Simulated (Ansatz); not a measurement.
```xyz
34

Nb    1.3356    1.0908   -0.3565
Nb   -1.8522    0.6806    2.1669
Nb    2.8518   -0.4337   -2.5217
Nb   -0.7043   -0.8475   -1.7576
Nb    1.0484   -0.4688    2.6971
O    -0.7701   -2.5419   -0.8992
O    -0.0464    0.9523   -1.7882
O    -0.3695   -1.2402   -3.5612
O    -0.3367   -0.2146    0.3571
O    -2.6118   -0.4499   -1.6504
O     0.0571    1.4364    2.7525
O    -2.9547    1.3001    3.5596
O    -1.6384    2.3709    1.0469
O    -3.1048   -0.0500    0.9905
O     0.9737   -2.1633    1.6396
O     0.7108    2.7263    0.2778
O     2.1782   -0.4909   -4.3565
O     4.3235   -1.3061   -2.3240
O    -0.9337   -0.7420    2.9851
O     2.0373   -0.6539    4.0886
O     2.8322    1.2599   -1.5271
O     1.5175   -1.0599   -1.3612
O     2.0882    0.3968    1.2582
H    -0.3239   -2.8900   -0.0973
H     2.6282   -0.8632   -5.1379
H     0.3938   -0.9587   -4.1327
H     0.0092   -1.1025    0.6863
H    -3.0268    0.2651   -2.1686
H     0.4571    2.2076    2.2922
H    -2.8000    1.2964    4.5217
H    -2.3927    2.5953    0.4705
H    -3.0640   -0.3105    0.0236
H     1.8007   -2.5614    1.3054
H    -0.3136    2.7707    0.5207
```

Geometry: PBE-D4/def2-SVP; core potentials replace the inner electrons of Nb; not at a stationary point (largest force 1.3 eV/Å).

Method: RKS PBE0-D4/def2-TZVP (Ansatz).

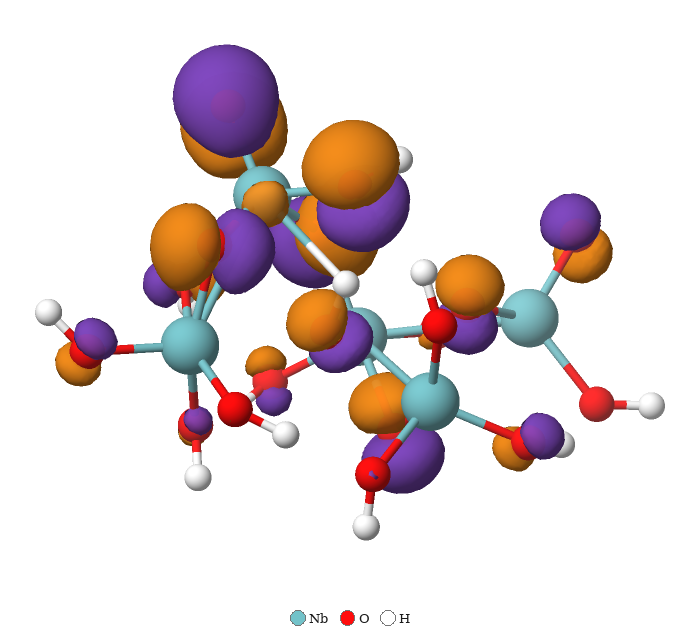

H₁₁Nb₅O₁₈. The HOMO−1 at ±0.08 Å⁻³ᐟ² (orange and purple are the two phases), seen at a tilt.

> Describe this orbital and give its energy.

Its weight (Hirshfeld) is mainly on O20 (about 25 %), O15 (about 15 %), O23 (about 15 %), O19 (about 10 %), O7 (about 10 %) and Nb5 (about 5 %); largely a combination of lone pairs on O20, O15, O23, O19 and O7. Its energy is −8.89 eV.
